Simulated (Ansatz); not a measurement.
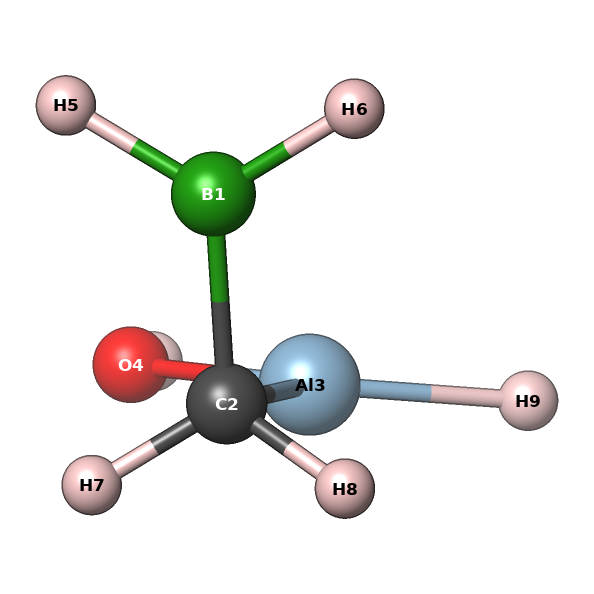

Al3 lies behind C2. The molecule seen a little off the C2–Al3 bond, C2 in front. Depth is shown by fading: the farther an atom, the more it takes the colour of the background. The computed structure is the end point of a PBE0-D4/def2-TZVP optimisation.

### What is the torsion angle B1–C2–Al3–O4? The sign is positive where the front bond must turn clockwise to cover the back bond.

−88°, about perpendicular.
